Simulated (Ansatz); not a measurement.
# AlHOSe with the probe H2O: a probe moved round a molecule

How does the energy of AlHOSe (SMILES [O]1[AlH][Se]1) with the probe H2O change over two coordinates at once? A grid of runs gives the map.

Program: Ansatz 0.2.0. Level of theory: RKS PBE-D4/def2-SVPD. These are calculated values, not measurements.

### 1 Starting geometry

SMILES `[O]1[AlH][Se]1`, 4 atoms, charge 0, spin multiplicity 1.

Atoms are counted from 1 here; the program's logs count them from 0.

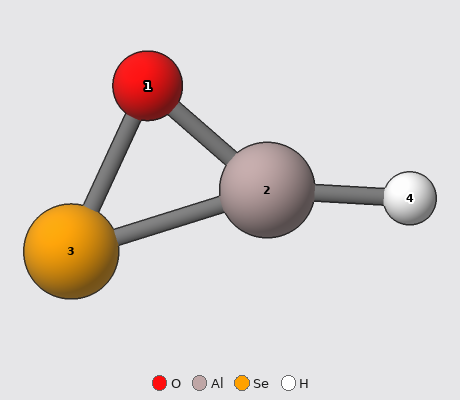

As it starts; oxygen red, aluminium light grey, selenium orange, hydrogen white; atoms are numbered from 1 in the order of the file.

Geometry (Å):

```
O    -1.1634   -0.6695   -0.1487
Al    0.1859    0.4433   -0.0761
Se    0.3894   -1.7041    0.6225
H     0.5881    1.9302   -0.3977
```

### 2 Relaxing the molecule

File input.yaml:

```yaml
crystal:
  periodic: [false, false, false]
  atoms:
    - { symbol: O, position_ang: [-1.163384, -0.669454, -0.148678] }
    - { symbol: Al, position_ang: [0.185925, 0.443328, -0.076056] }
    - { symbol: Se, position_ang: [0.389359, -1.704088, 0.622465] }
    - { symbol: H, position_ang: [0.588101, 1.930224, -0.397721] }
basis:
  gaussian: { orbitals: def2-SVPD }
hamiltonian:
  xc: pbe
  dispersion: d4
output:
  forces: true
relax:
  f_tol: 0.003
  max_steps: 120
```

On the command line:

```
ansatz run input.yaml --threads 1 --pin off --max-ram 2560MiB --backend cpu --events-out ev --progress --plain --runs-dir out
```

The log of the run, cut to the lines that bear on the results:

```text
Warning: RAYON_NUM_THREADS=1 ignored (pool sized by the plan → 1); use --threads N
[...]
Functional definition: PBE
[...]
929 factors; their error is unknown
[...]
mean field -73982.90293075 eV, -2718.8215352922 hartree, gradient 1.2e-5 eV, S^2 0.000000; 0 other end points of the search recorded, 0 dependent functions left out
[...]
reference -73982.90298036 eV, -2718.8215371154 hartree; 28, 28 occupied and 68, 68 virtual orbitals, 929 factors
relax step   1: F+E_penalty+E_count = -73982.98471310 eV  Δ(F+E_penalty+E_count) = +0.000e0 eV  max|allowed force component| = 1.559e-2 eV/Å  Δτ_max = 0.0000 Å  (30 SCF iters, accepted)
[...]
relax step   2: F+E_penalty+E_count = -73982.98472019 eV  Δ(F+E_penalty+E_count) = -7.088e-6 eV  max|allowed force component| = 3.190e-3 eV/Å  Δτ_max = 0.0006 Å  (21 SCF iters, accepted)
[...]
relax step   3: F+E_penalty+E_count = -73982.98472135 eV  Δ(F+E_penalty+E_count) = -1.169e-6 eV  max|allowed force component| = 7.244e-4 eV/Å  Δτ_max = 0.0004 Å  (20 SCF iters, accepted)
929 factors; their error is unknown
[...]
mean field -73982.90293920 eV, -2718.8215356028 hartree, gradient 1.9e-5 eV, S^2 0.000000; 1 other end points of the search recorded, 0 dependent functions left out
[...]
reference -73982.90298881 eV, -2718.8215374261 hartree; 28, 28 occupied and 68, 68 virtual orbitals, 929 factors
Total energy: -73982.98477097 eV, -2718.8245428649 hartree
Atom 0 at    -1.163705    -0.670070    -0.148574 Å, force     0.000121     0.000431    -0.000089 eV/Å
Atom 1 at     0.185106     0.443167    -0.076336 Å, force    -0.000724     0.000436    -0.000362 eV/Å
Atom 2 at     0.389624    -1.703598     0.622420 Å, force     0.000447    -0.000345     0.000240 eV/Å
Atom 3 at     0.588976     1.930510    -0.397500 Å, force     0.000156    -0.000522     0.000210 eV/Å
Dipole moment:     0.385032     0.550348    -0.048455 e Å
```

Run time: 17 s. Hardware: 1 thread of Arm Neoverse N1, shared host; peak memory 0.12 GiB.

Relaxation path:

```
step  energy from step 1 (eV)  largest force component (eV/Å)
   1                   0.0000                          0.0156
   2                   0.0000                          0.0032
   3                   0.0000                          0.0007
```

Bond lengths before and after, largest changes first:

```
   bond  before (Å)  after (Å)  change (Å)
 Al2–H4       1.574      1.574      +0.001
Al2–Se3       2.267      2.267      -0.000
 O1–Se3       2.019      2.019      -0.000
 O1–Al2       1.750      1.750      -0.000
```

### 3 The part H2O alone

File input.yaml:

```yaml
crystal:
  periodic: [false, false, false]
  atoms:
    - { symbol: H, position_ang: [-0.004442, 0.0, -0.009228] }
    - { symbol: O, position_ang: [-0.003186, 0.0, 0.962675] }
    - { symbol: H, position_ang: [0.937628, 0.0, 1.206553] }
basis:
  gaussian: { orbitals: def2-SVPD }
hamiltonian:
  xc: pbe
  dispersion: d4
output:
  forces: true
relax:
  f_tol: 0.003
  max_steps: 120
```

On the command line:

```
ansatz run input.yaml --threads 1 --pin off --max-ram 2560MiB --backend cpu --events-out ev --progress --plain --runs-dir out
```

The log of the run, cut to the lines that bear on the results:

```text
Warning: RAYON_NUM_THREADS=1 ignored (pool sized by the plan → 1); use --threads N
[...]
[... 1 set-up line as earlier in the session ...]
[...]
313 factors; their error is unknown
[...]
mean field -2076.11827441 eV, -76.2959393412 hartree, gradient 1.7e-5 eV, S^2 0.000000; 0 other end points of the search recorded, 0 dependent functions left out
[...]
reference -2076.11830484 eV, -76.2959404595 hartree; 5, 5 occupied and 34, 34 virtual orbitals, 313 factors
relax step   1: F+E_penalty+E_count = -2076.12364083 eV  Δ(F+E_penalty+E_count) = +0.000e0 eV  max|allowed force component| = 2.038e-2 eV/Å  Δτ_max = 0.0000 Å  (23 SCF iters, accepted)
[...]
relax step   2: F+E_penalty+E_count = -2076.12365244 eV  Δ(F+E_penalty+E_count) = -1.161e-5 eV  max|allowed force component| = 1.180e-2 eV/Å  Δτ_max = 0.0003 Å  (16 SCF iters, accepted)
[...]
relax step   3: F+E_penalty+E_count = -2076.12365866 eV  Δ(F+E_penalty+E_count) = -6.226e-6 eV  max|allowed force component| = 7.533e-4 eV/Å  Δτ_max = 0.0005 Å  (16 SCF iters, accepted)
313 factors; their error is unknown
[...]
mean field -2076.11829027 eV, -76.2959399239 hartree, gradient 3.4e-5 eV, S^2 0.000000; 1 other end points of the search recorded, 0 dependent functions left out
[...]
reference -2076.11832069 eV, -76.2959410419 hartree; 5, 5 occupied and 34, 34 virtual orbitals, 313 factors
Total energy: -2076.12368909 eV, -76.2961383267 hartree
Atom 0 at    -0.003664    -0.000000    -0.008914 Å, force    -0.000140     0.000000    -0.000753 eV/Å
Atom 1 at    -0.003854    -0.000000     0.963193 Å, force    -0.000555    -0.000000     0.000430 eV/Å
Atom 2 at     0.937518     0.000000     1.205721 Å, force     0.000694     0.000000     0.000324 eV/Å
Dipole moment:     0.302693    -0.000000    -0.234546 e Å
```

Run time: 1.7 s. Hardware: 1 thread of Arm Neoverse N1, shared host; peak memory 0.08 GiB.

Step by step:

```
step  energy from step 1 (eV)  largest force component (eV/Å)
   1                   0.0000                          0.0204
   2                   0.0000                          0.0118
   3                   0.0000                          0.0008
```

Bond lengths before and after, largest changes first:

```
 bond  before (Å)  after (Å)  change (Å)
O2–H3       0.972      0.972      +0.000
H1–O2       0.972      0.972      +0.000
```

### 4 The grid

The probe is moved over a plane parallel to the molecule's main plane, 2.50 Å above it (x and y are the axes of that plane, centred on the molecule).

The axes are (1) x of the probe's H atom: 13 values from −3.84 Å; (2) y of the probe's H atom: 9 values from −2.56 Å.

Nothing else is relaxed (molecule and probe rigid, the probe upright with H nearest the plane). Energies count from molecule and probe far apart, each relaxed in its own basis (no counterpoise correction). Points are written as (first, second).

The probe H2O moves over a plane: parallel to the molecule's main plane, 2.50 Å above it. The molecule is turned into the frame of its main axes, as the inputs below show.

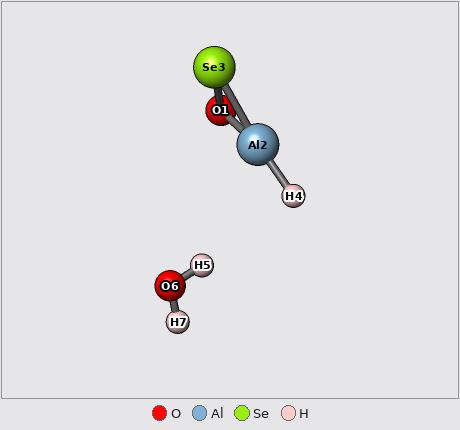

The geometry at (3.20 Å, 0.00 Å).

Of the runs on the grid, 3 are shown in the steps below; the others differ only in the two coordinates.

### 5 Grid point (3.20 Å, 0.00 Å)

File input.yaml:

```yaml
crystal:
  periodic: [false, false, false]
  atoms:
    - { symbol: O, position_ang: [0.334488, -0.950606, 0.0] }
    - { symbol: Al, position_ang: [0.945753, 0.689566, 0.0] }
    - { symbol: Se, position_ang: [-1.280242, 0.261041, 0.0] }
    - { symbol: H, position_ang: [2.28435, 1.518182, 1.2e-05] }
    - { symbol: H, position_ang: [3.2, 0.0, 2.5] }
    - { symbol: O, position_ang: [3.2, 0.0, 3.472107] }
    - { symbol: H, position_ang: [4.14142, 0.0, 3.71445] }
basis:
  gaussian: { orbitals: def2-SVPD }
hamiltonian:
  xc: pbe
  dispersion: d4
output:
  forces: true
```

On the command line:

```
ansatz run input.yaml --threads 1 --pin off --max-ram 2560MiB --backend cpu --events-out ev --progress --plain --runs-dir out
```

The log of the run, cut to the lines that bear on the results:

```text
Warning: RAYON_NUM_THREADS=1 ignored (pool sized by the plan → 1); use --threads N
[...]
[... 1 set-up line as earlier in the session ...]
[...]
1242 factors; their error is unknown
[...]
mean field -76058.99992961 eV, -2795.1166927712 hartree, gradient 7.3e-5 eV, S^2 0.000000; 0 other end points of the search recorded, 0 dependent functions left out
[...]
reference -76058.99999097 eV, -2795.1166950264 hartree; 33, 33 occupied and 102, 102 virtual orbitals, 1242 factors
Total energy: -76059.10237168 eV, -2795.1204574480 hartree
Atom 0 at     0.334488    -0.950606     0.000000 Å, force     0.054584    -0.004386     0.001278 eV/Å
Atom 1 at     0.945753     0.689566     0.000000 Å, force    -0.143826     0.017333     0.000754 eV/Å
Atom 2 at    -1.280242     0.261041     0.000000 Å, force     0.018822     0.016376    -0.010255 eV/Å
Atom 3 at     2.284350     1.518182     0.000012 Å, force     0.043951    -0.024457     0.026458 eV/Å
Atom 4 at     3.200000     0.000000     2.500000 Å, force     0.085319    -0.055753     0.028345 eV/Å
Atom 5 at     3.200000     0.000000     3.472107 Å, force    -0.069295     0.052952    -0.041419 eV/Å
Atom 6 at     4.141420     0.000000     3.714450 Å, force     0.010446    -0.002066    -0.005160 eV/Å
Dipole moment:     0.674202     0.532014    -0.216027 e Å
```

It took 7.7 s on 1 thread of Arm Neoverse N1, shared host; peak memory 0.16 GiB.

That is 0.14 kcal/mol from the zero.

### 6 Point (−1.28 Å, 0.00 Å)

input.yaml: that of step 5 with these lines changed.

```diff
@@ -7,5 +7,5 @@
     - { symbol: H, position_ang: [2.28435, 1.518182, 1.2e-05] }
-    - { symbol: H, position_ang: [3.2, 0.0, 2.5] }
-    - { symbol: O, position_ang: [3.2, 0.0, 3.472107] }
-    - { symbol: H, position_ang: [4.14142, 0.0, 3.71445] }
+    - { symbol: H, position_ang: [-1.28, 0.0, 2.5] }
+    - { symbol: O, position_ang: [-1.28, 0.0, 3.472107] }
+    - { symbol: H, position_ang: [-0.33858, 0.0, 3.71445] }
 basis:
```

On the command line:

```
ansatz run input.yaml --threads 1 --pin off --max-ram 2560MiB --backend cpu --events-out ev --progress --plain --runs-dir out
```

The log of the run, cut to the lines that bear on the results:

```text
Warning: RAYON_NUM_THREADS=1 ignored (pool sized by the plan → 1); use --threads N
[...]
[... 1 set-up line as earlier in the session ...]
[...]
1242 factors; their error is unknown
[...]
mean field -76059.15201923 eV, -2795.1222819619 hartree, gradient 1.1e-5 eV, S^2 0.000000; 0 other end points of the search recorded, 0 dependent functions left out
[...]
reference -76059.15207776 eV, -2795.1222841126 hartree; 33, 33 occupied and 102, 102 virtual orbitals, 1242 factors
Total energy: -76059.27777201 eV, -2795.1269032912 hartree
Atom 0 at     0.334488    -0.950606     0.000000 Å, force    -0.044537     0.064858    -0.010230 eV/Å
Atom 1 at     0.945753     0.689566     0.000000 Å, force     0.155152     0.027379    -0.020355 eV/Å
Atom 2 at    -1.280242     0.261041     0.000000 Å, force    -0.064979    -0.100415    -0.011406 eV/Å
Atom 3 at     2.284350     1.518182     0.000012 Å, force    -0.022679    -0.004056    -0.000525 eV/Å
Atom 4 at    -1.280000     0.000000     2.500000 Å, force    -0.057693     0.037905    -0.447302 eV/Å
Atom 5 at    -1.280000     0.000000     3.472107 Å, force     0.076371     0.030932     0.457978 eV/Å
Atom 6 at    -0.338580     0.000000     3.714450 Å, force    -0.041635    -0.056603     0.031841 eV/Å
Dipole moment:     0.726054     0.558484    -0.393496 e Å
```

Wall time 8.6 s (1 thread of Arm Neoverse N1, shared host); peak memory 0.17 GiB.

Energy on the map's scale: −3.90 kcal/mol.

### 7 The run at (−1.92 Å, 1.92 Å)

input.yaml: that of step 6 with these lines changed.

```diff
@@ -7,5 +7,5 @@
     - { symbol: H, position_ang: [2.28435, 1.518182, 1.2e-05] }
-    - { symbol: H, position_ang: [-1.28, 0.0, 2.5] }
-    - { symbol: O, position_ang: [-1.28, 0.0, 3.472107] }
-    - { symbol: H, position_ang: [-0.33858, 0.0, 3.71445] }
+    - { symbol: H, position_ang: [-1.92, 1.92, 2.5] }
+    - { symbol: O, position_ang: [-1.92, 1.92, 3.472107] }
+    - { symbol: H, position_ang: [-0.97858, 1.92, 3.71445] }
 basis:
```

On the command line:

```
ansatz run input.yaml --threads 1 --pin off --max-ram 2560MiB --backend cpu --events-out ev --progress --plain --runs-dir out
```

The log of the run, cut to the lines that bear on the results:

```text
Warning: RAYON_NUM_THREADS=1 ignored (pool sized by the plan → 1); use --threads N
[...]
[... 1 set-up line as earlier in the session ...]
[...]
1242 factors; their error is unknown
[...]
mean field -76059.05709206 eV, -2795.1187934527 hartree, gradient 8.4e-5 eV, S^2 0.000000; 0 other end points of the search recorded, 0 dependent functions left out
[...]
reference -76059.05715373 eV, -2795.1187957191 hartree; 33, 33 occupied and 102, 102 virtual orbitals, 1242 factors
Total energy: -76059.16879111 eV, -2795.1228983172 hartree
Atom 0 at     0.334488    -0.950606     0.000000 Å, force    -0.064393     0.059951     0.068938 eV/Å
Atom 1 at     0.945753     0.689566     0.000000 Å, force     0.086562    -0.001593    -0.065428 eV/Å
Atom 2 at    -1.280242     0.261041     0.000000 Å, force    -0.021857     0.006656    -0.026531 eV/Å
Atom 3 at     2.284350     1.518182     0.000012 Å, force    -0.011312     0.002606     0.010434 eV/Å
Atom 4 at    -1.920000     1.920000     2.500000 Å, force     0.048595    -0.168791    -0.116716 eV/Å
Atom 5 at    -1.920000     1.920000     3.472107 Å, force    -0.008574     0.129493     0.140870 eV/Å
Atom 6 at    -0.978580     1.920000     3.714450 Å, force    -0.029021    -0.028322    -0.011568 eV/Å
Dipole moment:     0.730638     0.465070    -0.304418 e Å
```

It took 7.8 s on 1 thread of Arm Neoverse N1, shared host; peak memory 0.17 GiB.

Energy on the map's scale: −1.39 kcal/mol.

### 8 The map

117 points were computed. Energies in kcal/mol, from molecule and probe far apart, each relaxed in its own basis (no counterpoise correction):

| y of the probe's H atom (Å) ↓, x of the probe's H atom (Å) → | −3.84 | −3.20 | −2.56 | −1.92 | −1.28 | −0.64 | 0.00 | 0.64 | 1.28 | 1.92 | 2.56 | 3.20 | 3.84 |
| --- | --- | --- | --- | --- | --- | --- | --- | --- | --- | --- | --- | --- | --- |
| 2.56 | −0.35 | −0.44 | −0.51 | −0.56 | −0.52 | −0.30 | 0.12 | 0.49 | 0.48 | 0.09 | −0.33 | −0.46 | −0.38 |
| 1.92 | −0.70 | −0.93 | −1.18 | −1.39 | −1.42 | −0.98 | 0.04 | 1.11 | 1.37 | 0.71 | −0.08 | −0.46 | −0.43 |
| 1.28 | −1.12 | −1.55 | −2.03 | −2.49 | −2.63 | −1.91 | −0.15 | 1.85 | 2.55 | 1.66 | 0.45 | −0.23 | −0.36 |
| 0.64 | −1.50 | −2.11 | −2.80 | −3.47 | −3.66 | −2.70 | −0.59 | 1.80 | 2.85 | 2.12 | 0.88 | 0.06 | −0.21 |
| 0.00 | −1.69 | −2.37 | −3.12 | −3.77 | −3.90 | −3.08 | −1.59 | 0.10 | 1.26 | 1.27 | 0.68 | 0.14 | −0.09 |
| −0.64 | −1.64 | −2.24 | −2.86 | −3.35 | −3.51 | −3.32 | −3.01 | −2.30 | −1.16 | −0.31 | −0.03 | −0.04 | −0.08 |
| −1.28 | −1.41 | −1.87 | −2.32 | −2.70 | −3.03 | −3.45 | −3.86 | −3.63 | −2.59 | −1.41 | −0.63 | −0.26 | −0.12 |
| −1.92 | −1.13 | −1.45 | −1.78 | −2.11 | −2.52 | −3.06 | −3.54 | −3.43 | −2.62 | −1.60 | −0.81 | −0.36 | −0.14 |
| −2.56 | −0.86 | −1.09 | −1.33 | −1.60 | −1.93 | −2.31 | −2.57 | −2.46 | −1.92 | −1.24 | −0.67 | −0.32 | −0.13 |

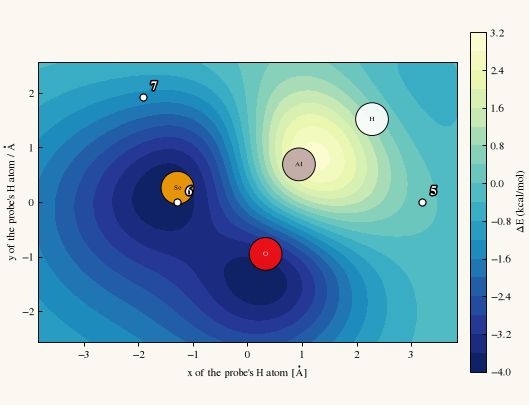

The map; numbers mark the steps of this session that print a point's run. Drawn: filled contours, labelled circles for the molecule's atoms, projected on the plane. Between grid points the surface is interpolated.

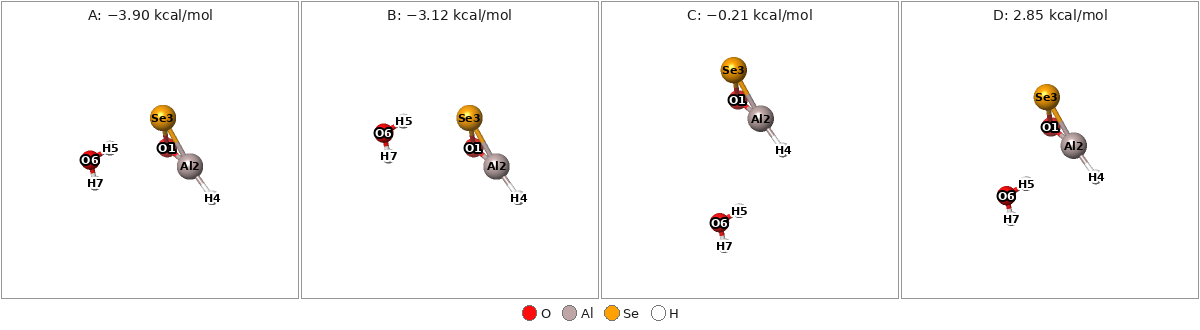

Structures on the grid, at one scale: A at (−1.28 Å, 0.00 Å); B at (−2.56 Å, 0.00 Å); C at (3.84 Å, 0.64 Å); D at (1.28 Å, 0.64 Å).

The dipole moment (D) at each point:

| y of the probe's H atom (Å) ↓, x of the probe's H atom (Å) → | −3.84 | −3.20 | −2.56 | −1.92 | −1.28 | −0.64 | 0.00 | 0.64 | 1.28 | 1.92 | 2.56 | 3.20 | 3.84 |
| --- | --- | --- | --- | --- | --- | --- | --- | --- | --- | --- | --- | --- | --- |
| 2.56 | 4.45 | 4.43 | 4.38 | 4.31 | 4.22 | 4.14 | 4.09 | 4.11 | 4.16 | 4.19 | 4.22 | 4.25 | 4.29 |
| 1.92 | 4.53 | 4.52 | 4.48 | 4.41 | 4.29 | 4.14 | 4.04 | 4.04 | 4.12 | 4.17 | 4.19 | 4.22 | 4.27 |
| 1.28 | 4.62 | 4.64 | 4.65 | 4.59 | 4.44 | 4.22 | 4.04 | 4.01 | 4.09 | 4.17 | 4.20 | 4.22 | 4.27 |
| 0.64 | 4.71 | 4.78 | 4.83 | 4.81 | 4.64 | 4.36 | 4.11 | 4.03 | 4.09 | 4.17 | 4.21 | 4.24 | 4.28 |
| 0.00 | 4.77 | 4.86 | 4.95 | 4.95 | 4.79 | 4.51 | 4.24 | 4.10 | 4.10 | 4.16 | 4.21 | 4.25 | 4.29 |
| −0.64 | 4.77 | 4.86 | 4.94 | 4.94 | 4.81 | 4.59 | 4.38 | 4.22 | 4.16 | 4.18 | 4.22 | 4.27 | 4.31 |
| −1.28 | 4.73 | 4.79 | 4.83 | 4.82 | 4.74 | 4.61 | 4.47 | 4.35 | 4.26 | 4.23 | 4.25 | 4.28 | 4.32 |
| −1.92 | 4.66 | 4.70 | 4.71 | 4.69 | 4.65 | 4.58 | 4.50 | 4.41 | 4.33 | 4.28 | 4.29 | 4.31 | 4.33 |
| −2.56 | 4.60 | 4.61 | 4.61 | 4.60 | 4.57 | 4.53 | 4.48 | 4.42 | 4.36 | 4.32 | 4.32 | 4.33 | 4.34 |

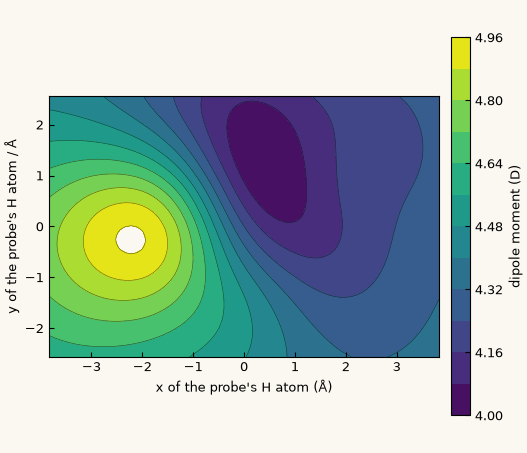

The dipole moment over the grid. Drawn: filled contours.

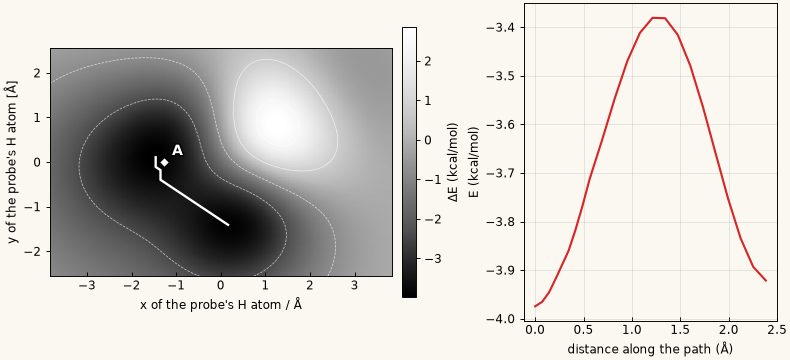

The easiest path on the interpolated surface, from its minimum near A. Drawn: a smooth colour map, a line along the lowest path, the energy along the path at the right.

### 9 Summary of results

| quantity | value |
| --- | --- |
| lowest point | (−1.28 Å, 0.00 Å), −3.90 kcal/mol |
| highest computed point | (1.28 Å, 0.64 Å), 6.76 kcal/mol above the lowest |
| dipole moment (D) | 4.01 at (0.64 Å, 1.28 Å) to 4.95 at (−2.56 Å, 0.00 Å); 4.79 at the lowest point |
| time for the whole task | 18 min on 1 thread, shared host |

What this shows: The lowest computed point is at (−1.28 Å, 0.00 Å), −3.90 kcal/mol from molecule and probe far apart, each relaxed in its own basis (no counterpoise correction). The grid is coarse, so the true minimum lies between grid points and may sit elsewhere than the lowest one. Higher local minima lie near (0.00 Å, −1.28 Å) (0.044 kcal/mol above the lowest at that grid point); (3.20 Å, 2.56 Å) (3.44 kcal/mol above the lowest at that grid point). The highest computed point, (1.28 Å, 0.64 Å), lies 6.76 kcal/mol above the lowest. On the interpolated surface the easiest way out of the lowest well to the well at (0.00 Å, −1.28 Å) passes a barrier of about 0.59 kcal/mol. Near the minimum the curvatures are about 0.089 and 0.11 eV/Å² along the soft and the stiff direction. Without a counterpoise correction the wells come out somewhat too deep.
